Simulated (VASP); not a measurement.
```yaml
crystal:
  lattice:
    - [4.01859, 0.00000, 0.00000]
    - [-2.00930, 3.48020, 0.00000]
    - [0.00000, 0.00000, 4.90511]
  atoms:
    - { symbol: Y, position: [0.33333, 0.66667, 0.75000] }
    - { symbol: Y, position: [0.66667, 0.33333, 0.25000] }
    - { symbol: N, position: [0.33333, 0.66667, 0.25000] }
    - { symbol: N, position: [0.66667, 0.33333, 0.75000] }
```

Calculation: r2SCAN meta-GGA, VASP's PBE PAW potentials (set 64) (plane waves; VASP). Settings: 520 eV cut-off, 7×7×5 Γ-centred mesh, tetrahedra with Blöchl corrections, potentials Y_sv N.

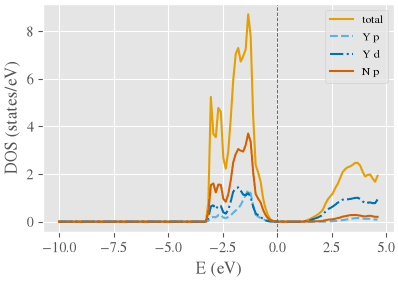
Figure. Total and projected density of states, zero at the valence-band maximum

Within 2 eV below the valence-band maximum the largest weight inside VASP's projection spheres is N p, then Y d.

The gap is indirect, 1.12 eV, from the valence maximum at Γ to the conduction minimum at K.

The structure comes from a computed database's YN entry (P6_3/mmc); how it stands against other phases isn't given here. It was relaxed first.
